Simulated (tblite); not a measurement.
## Molecular dynamics of C$_{4}$H$_{10}$N (charge +1) (part 3 of 3)

Continued. System: C$_{4}$H$_{10}$N, charge +1. Method: GFN2-xTB Langevin dynamics, gas phase (tblite 0.8.0). 

Geometry of the input (Å):
```
C  1.9252  -0.4690  -0.1512
C  0.8644  0.3804  0.3942
N  -0.3795  0.2229  0.1316
C  -1.4033  1.0721  0.6818
C  -0.8367  -0.8294  -0.7430
H  2.8945  -0.1994  0.2559
H  1.9662  -0.3777  -1.2398
H  1.7301  -1.5240  0.0527
H  1.1375  1.1942  1.0565
H  -0.9779  1.8391  1.3254
H  -2.1071  0.4723  1.2617
H  -1.9566  1.5541  -0.1259
H  -0.3796  -0.7351  -1.7296
H  -1.9174  -0.7845  -0.8498
H  -0.5642  -1.8080  -0.3424
```

Trajectory as extended XYZ, continued
```
15
Properties=species:S:1:pos:R:3:forces:R:3 step=29 time_fs=725.0 energy=-439.23126 temperature=363.6
C     0.9516   -0.3252    0.3743    1.9521  -0.2859  -1.0143
C    -0.0121    0.6432    0.8005   -1.4117  -1.3169  -0.3837
N    -1.0676    0.9070    0.1006   -0.3712   2.0387  -0.1967
C    -1.9755    1.9010    0.6928   -0.4699  -0.4148  -1.8773
C    -1.4220    0.6083   -1.3211    0.9968  -1.0005   0.2730
H     1.5926   -0.7904    1.1486   -0.5551   0.4953  -0.2849
H     1.6392    0.2552   -0.3059   -0.1906  -0.6082   0.4048
H     0.5255   -1.1062   -0.2535   -0.0214  -0.0253  -0.0051
H     0.0192    0.9124    1.8478   -0.0593   0.5499  -0.1283
H    -1.8003    1.9709    1.7426   -0.1476   0.2668   0.5192
H    -2.9806    1.5234    0.4444    0.0779   0.3566   0.4982
H    -1.8707    2.8831    0.1674    0.0505  -0.6578   0.5535
H    -0.4957    0.4946   -1.9594   -0.9304   0.3399   0.7247
H    -2.1364    1.3181   -1.8000    0.8137  -0.2820   0.8094
H    -1.9190   -0.3887   -1.3416    0.2662   0.5442   0.1077
15
Properties=species:S:1:pos:R:3:forces:R:3 step=30 time_fs=750.0 energy=-439.41586 temperature=367.8
C     0.9313   -0.5020    0.3692   -1.4291   0.2992  -0.8975
C    -0.1098    0.4412    0.8609    2.2153   0.6442   1.6106
N    -1.0989    0.9045    0.2293   -1.0639   0.4101  -0.7820
C    -2.0906    1.8339    0.7818    1.6725  -0.5024   0.1722
C    -1.2367    0.6178   -1.1917   -0.9851   0.1531   0.2651
H     1.4256   -0.9151    1.2155    0.4962  -0.3867   0.4093
H     1.6570    0.0162   -0.2728   -0.1133  -0.0621   0.2118
H     0.4584   -1.2883   -0.2462    0.3519   0.1962   0.2619
H     0.2043    0.9298    1.8335   -0.9460  -0.7176  -0.7650
H    -1.9789    1.8712    1.8758   -0.2656   0.1227  -0.4797
H    -3.0284    1.4832    0.4497   -1.2562  -0.4251   0.0797
H    -1.9603    2.8078    0.3240    0.2197   0.3029   0.1310
H    -0.2461    0.6825   -1.5752    0.5889   0.3113  -0.8520
H    -1.9532    1.3280   -1.6468    0.6188  -0.2465   0.1660
H    -1.6005   -0.3763   -1.4606   -0.1042  -0.0994   0.4687
15
Properties=species:S:1:pos:R:3:forces:R:3 step=31 time_fs=775.0 energy=-439.42584 temperature=281.4
C     0.8293   -0.5915    0.4532   -1.2748  -0.0611  -0.2238
C    -0.1681    0.3038    1.0246    0.9265   0.2062  -0.0434
N    -0.9775    0.9278    0.2647   -1.2759  -0.3026   0.9180
C    -2.0528    1.6992    0.8391   -0.8985  -0.0430  -0.1146
C    -1.1251    0.6429   -1.1237   -0.1970  -0.2157   0.0317
H     1.3542   -1.1079    1.2003    0.9199  -0.5287   0.8317
H     1.4726   -0.1862   -0.3031    0.3366   0.3882  -0.2007
H     0.1753   -1.2869   -0.0617    0.1508  -0.7719  -0.4427
H    -0.2330    0.4063    2.0973    0.0242   0.2151   0.0792
H    -1.8971    1.7887    1.9148   -0.2587  -0.0036  -0.0758
H    -3.0693    1.2169    0.6212    1.3520   0.5833   0.3319
H    -2.0574    2.7098    0.4135   -0.0688  -0.1871   0.0157
H    -0.2161    0.8816   -1.6487    0.2476   0.1590  -0.4407
H    -1.9552    1.2721   -1.4122   -0.0405  -0.0847  -0.8084
H    -1.3513   -0.4333   -1.3074    0.0568   0.6466   0.1419
15
Properties=species:S:1:pos:R:3:forces:R:3 step=32 time_fs=800.0 energy=-439.37524 temperature=252.9
C     0.7761   -0.7922    0.5389    1.2293   1.4150   1.5046
C    -0.2063    0.1931    1.0553   -0.4140  -0.4031   0.2045
N    -1.0141    0.8730    0.3142   -0.5325   0.0384   0.6122
C    -2.0699    1.7576    0.8700    0.1264  -0.2138  -0.1223
C    -0.9950    0.7489   -1.1437    1.7251  -0.8324   1.3073
H     1.4846   -1.1184    1.3811   -1.1598   0.2632  -1.2743
H     1.3428   -0.1689   -0.1546    0.5344  -0.2314  -0.2527
H     0.4345   -1.6260   -0.0347   -0.5025  -0.4359  -0.0497
H    -0.2106    0.3640    2.1379   -0.1953  -0.0132  -0.3836
H    -1.9025    2.0233    1.9272    0.0710  -0.4332  -0.4230
H    -3.0855    1.2852    0.7755    1.0145   0.2152   0.0289
H    -2.1020    2.7102    0.3231    0.1155  -0.3471  -0.0375
H    -0.0591    1.2421   -1.4947   -0.6379  -0.1880  -0.0347
H    -1.8532    1.2665   -1.4622   -0.8571   0.1650  -0.9993
H    -0.8961   -0.3362   -1.4068   -0.5171   1.0012  -0.0804
15
Properties=species:S:1:pos:R:3:forces:R:3 step=33 time_fs=825.0 energy=-439.38947 temperature=285.1
C     0.7638   -0.7264    0.6185    1.0491  -0.8227   0.4873
C    -0.2858    0.1846    1.1028   -0.1169  -1.0926  -0.1411
N    -1.0888    0.8078    0.3122    1.6492   0.5003   0.7600
C    -1.9857    1.7490    0.8534   -1.3551   0.9896   0.8194
C    -0.8301    0.8642   -1.1048   -0.6962   0.2487  -0.1179
H     1.3837   -1.1025    1.5055   -0.9238   0.3406  -1.3222
H     1.4721   -0.2388   -0.0870   -0.4751  -0.1531   0.4095
H     0.3538   -1.6154    0.0424    0.3284   0.9318   0.7646
H    -0.4685    0.1961    2.1882    0.0167   0.2181  -0.5857
H    -1.8424    2.0681    1.9039    0.5004  -0.4694  -0.4401
H    -3.0170    1.4018    0.8553   -0.2192  -0.3291  -0.3077
H    -1.9779    2.6513    0.2641    0.0402   0.4124  -0.3068
H     0.0719    1.4227   -1.3654    0.0242   0.1865   0.3148
H    -1.6832    1.3866   -1.6068    0.6498  -0.8758   0.2225
H    -0.6233   -0.1540   -1.4162   -0.4716  -0.0854  -0.5568
15
Properties=species:S:1:pos:R:3:forces:R:3 step=34 time_fs=850.0 energy=-439.28016 temperature=246.2
C     0.8149   -0.6889    0.6572   -1.9950   0.7398  -1.4269
C    -0.4100    0.0901    1.1509    2.5851  -0.3831  -1.8317
N    -1.0188    0.9200    0.3980    1.1241  -0.3482  -0.8906
C    -1.9832    1.8404    0.8262   -1.2577   0.4796  -0.6849
C    -0.7344    0.9673   -1.0333   -1.9465   0.3429  -0.0443
H     1.3139   -1.2031    1.3996    0.5533  -1.0592   1.8268
H     1.5990   -0.1059    0.1715   -0.4719   0.4655  -0.1205
H     0.4827   -1.4339   -0.0944    0.1317   0.2522   0.3013
H    -0.6283   -0.0038    2.1646   -0.5103   0.0032   1.4094
H    -2.0620    2.0263    1.8678    0.5823   0.1943   1.0089
H    -2.9700    1.4739    0.5828   -0.6260  -0.2744  -0.3695
H    -1.8801    2.7592    0.2480    0.1537   0.1829   0.2685
H     0.0027    1.6633   -1.3611    0.7396   0.6703   0.3234
H    -1.6733    1.2950   -1.5869    0.9368  -0.6224   0.6717
H    -0.4162    0.0007   -1.3500    0.0007  -0.6432  -0.4417
15
Properties=species:S:1:pos:R:3:forces:R:3 step=35 time_fs=875.0 energy=-439.45850 temperature=355.2
C     0.7804   -0.7355    0.7345   -0.3674   1.4718   0.6708
C    -0.4274    0.0946    1.1169    1.0928  -0.5594   0.8081
N    -0.9873    0.9890    0.3974    0.3286  -0.4273  -1.0908
C    -2.0200    1.9043    0.8233   -1.3931  -1.5709   0.4248
C    -0.6183    1.1246   -0.9980    0.2378   1.3469  -0.7473
H     1.1475   -1.3999    1.5071   -0.4029   0.0628   0.3438
H     1.5851   -0.0073    0.5552   -0.0707  -0.0884  -0.0902
H     0.6950   -1.3150   -0.1465   -0.3823  -0.4052  -0.9636
H    -0.6952    0.0212    2.1775   -0.1649   0.0499  -0.3709
H    -2.1907    1.7918    1.9044    0.2719   0.3147  -0.2451
H    -3.0296    1.6285    0.3725    1.2049   0.2387   0.1753
H    -1.8041    2.9138    0.5438    0.2689   0.4615  -0.0706
H     0.1647    1.9129   -1.1466   -0.2970  -0.5905   0.4538
H    -1.4664    1.5463   -1.5428   -0.1373  -0.2311   0.0104
H    -0.2662    0.2510   -1.5567   -0.1893  -0.0735   0.6915
15
Properties=species:S:1:pos:R:3:forces:R:3 step=36 time_fs=900.0 energy=-439.34199 temperature=246.4
C     0.7058   -0.7664    0.8056    0.4619  -0.1999   1.4654
C    -0.4059    0.1415    1.1325   -0.5717  -1.3093   0.2146
N    -0.9169    0.9917    0.3155    0.0229  -0.4208   1.4037
C    -1.9366    1.8743    0.8243   -0.8751  -0.4393   1.0946
C    -0.3770    1.2838   -0.9394    2.0640   0.7224  -1.6603
H     0.8720   -1.5479    1.6221   -0.2888   1.0705  -1.1701
H     1.6273   -0.1754    0.7134   -0.0559  -0.1086   0.0915
H     0.5852   -1.2376   -0.1512   -0.1662  -0.3331  -0.4099
H    -0.9573   -0.0629    2.0814    0.6421   0.4199  -0.6649
H    -2.0519    1.6503    1.9142   -0.0506   0.3218  -0.7388
H    -2.9608    1.7537    0.3996    0.9314  -0.0065  -0.1837
H    -1.6165    2.9024    0.7489   -0.0211   0.3121  -0.2610
H     0.5161    1.9747   -0.8823   -0.6604  -0.4741   0.3290
H    -1.0871    1.8231   -1.5102   -0.9012   0.5752  -0.5890
H     0.0098    0.4955   -1.6298   -0.5313  -0.1303   1.0787
15
Properties=species:S:1:pos:R:3:forces:R:3 step=37 time_fs=925.0 energy=-439.44254 temperature=353.3
C     0.6984   -0.8354    0.8231    1.0634   0.1973  -0.1331
C    -0.4360    0.0357    1.1167    0.9554  -0.1988  -0.9436
N    -0.7187    1.0613    0.4124   -1.2676   0.4987  -0.6203
C    -1.8951    1.8515    0.7543    0.7747   0.7377  -0.9129
C    -0.1302    1.4195   -0.8777   -1.5259  -0.9917  -0.7030
H     0.7664   -1.6378    1.5537    0.0461  -0.0286  -0.1868
H     1.6018   -0.1843    0.9254   -0.3163  -0.5124  -0.0013
H     0.7955   -1.2431   -0.2086   -0.4333   0.3024   0.6447
H    -0.9918   -0.1579    2.0042   -0.4070  -0.0019   0.4453
H    -2.4082    1.5880    1.6428    0.0265  -0.4874   1.0579
H    -2.6519    1.7645   -0.0208    0.0947   0.1361  -0.3716
H    -1.5536    2.8902    0.8323   -0.3027  -0.0162  -0.0689
H     0.8124    1.8751   -0.8797    1.2952   0.9168   0.7679
H    -0.8041    2.0536   -1.4966    0.2508  -0.2880   0.7977
H     0.0519    0.5314   -1.4944   -0.2540  -0.2641   0.2280
15
Properties=species:S:1:pos:R:3:forces:R:3 step=38 time_fs=950.0 energy=-439.20586 temperature=247.2
C     0.7483   -0.9003    0.8636    0.6948   1.8434  -1.8525
C    -0.3765    0.0313    1.0993    0.4840   0.6499  -1.0618
N    -0.7041    1.0715    0.3931    0.1679  -0.2384   0.6903
C    -1.8717    1.8782    0.6656    0.3848   0.1625   0.0006
C     0.0836    1.4948   -0.7549   -1.3087  -0.2489  -1.0036
H     0.6057   -1.7592    1.4358    0.3029  -1.0682   1.2403
H     1.7744   -0.4047    0.9364   -1.2632  -0.6270   0.3655
H     0.7633   -1.2576   -0.1854   -0.1607   0.2916   0.1473
H    -0.9883   -0.2268    1.9293   -0.5713   0.0666   0.5019
H    -2.6108    1.4813    1.3604    0.5694  -0.0735   0.3668
H    -2.3884    1.9562   -0.2578   -0.6546   0.1479  -1.0732
H    -1.5617    2.9041    0.8988   -0.0537  -0.2405   0.3457
H     1.0896    1.7352   -0.4854    0.3778   0.9061   0.2734
H    -0.4335    2.1850   -1.5296    0.8325  -0.6262   1.9262
H     0.2144    0.5932   -1.3092    0.1979  -0.9453  -0.8670
15
Properties=species:S:1:pos:R:3:forces:R:3 step=39 time_fs=975.0 energy=-439.31198 temperature=300.1
C     0.7008   -0.8570    0.8664    1.1202  -0.9333   0.6610
C    -0.3801    0.0568    1.0725   -0.8611   0.6784   0.1893
N    -0.6384    1.0422    0.2775   -1.6538  -0.4262   2.2813
C    -1.7943    1.8649    0.6051   -0.9035  -0.3651  -0.6867
C     0.1946    1.4672   -0.7433    2.2259  -1.6752  -0.8066
H     0.5856   -1.7962    1.4897    0.6247   1.3875  -0.3608
H     1.6958   -0.3113    0.9197   -0.8797  -0.8442   0.4311
H     0.6781   -1.1909   -0.1466    0.0493  -0.3327  -1.0136
H    -1.0414   -0.0559    1.9401    0.2294  -0.1350  -0.3845
H    -2.4273    1.3536    1.3664    0.6434   0.7223  -0.2915
H    -2.4647    1.9833   -0.2711    0.4330  -0.2318   0.1298
H    -1.5131    2.8880    0.8501    0.1227  -0.1588   0.4177
H     1.1752    1.7228   -0.3097   -0.2214   0.5831  -0.2234
H    -0.2762    2.1986   -1.3127   -0.4121   1.5598  -0.7933
H     0.4956    0.6622   -1.4641   -0.5168   0.1712   0.4502
15
Properties=species:S:1:pos:R:3:forces:R:3 step=40 time_fs=1000.0 energy=-439.24140 temperature=180.2
C     0.7366   -0.8182    0.8460   -0.5747  -1.5474  -0.6062
C    -0.4402    0.0143    1.0206   -0.6605  -0.2667   0.7283
N    -0.6053    1.0974    0.3676   -2.3241   0.1965  -0.6478
C    -1.8173    2.0126    0.5107    0.5483  -2.5310  -0.8212
C     0.2670    1.3859   -0.7042    1.0397   0.8835  -0.7727
H     0.7334   -1.6939    1.5266    0.3473   0.9214  -0.0012
H     1.6115   -0.1923    0.8298    0.5673  -0.1153   0.3342
H     0.7181   -1.3197   -0.1489   -0.0107   0.4454   0.2199
H    -1.1908   -0.2969    1.7489    0.1684   0.2455  -0.0094
H    -2.3516    1.6548    1.3898   -0.0120   0.4661  -0.0189
H    -2.4964    1.9168   -0.3807    0.7094  -0.1924   0.6811
H    -1.5118    3.0274    0.5334    0.3891   0.7315   0.4055
H     1.2274    1.5971   -0.2495    0.5249   0.5627  -0.0662
H    -0.1344    2.2458   -1.2089    0.1807   0.6161  -0.2594
H     0.5492    0.6882   -1.5220   -0.8931  -0.4161   0.8341
```

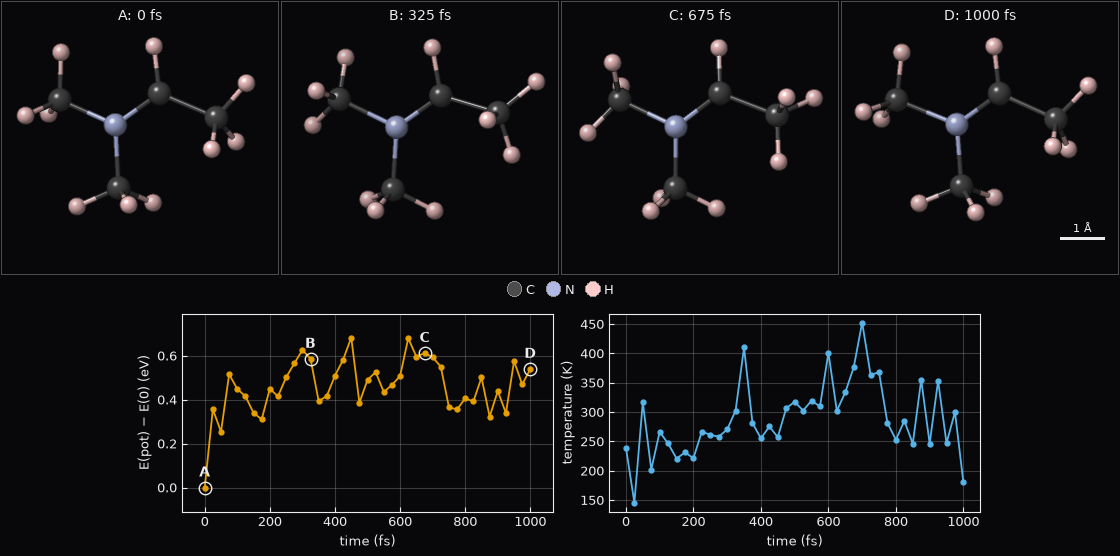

**Figure 1.** Frames of the molecular dynamics (ball-and-stick, seen at a tilt) above the curves, on which the letters mark them. The trajectory kept here has 41 frames over 1000 fs. The temperature starts at 239 K, ranges from 146 to 453 K and averages 314 K over the second half. The potential energy ends 0.540 eV above its first value. After an unweighted best fit of the last frame on the first, the root-mean-square displacement is 0.14 Å, and H7 has moved furthest (0.25 Å).

Key numbers

```csv
quantity,value
outcome,finished
mean temperature over the second half,314 K
trajectory,"41 frames kept, 1000 fs"
hardware,"1 CPU thread, shared host"
wall time,5.8 s
peak memory,0.18 GiB
```
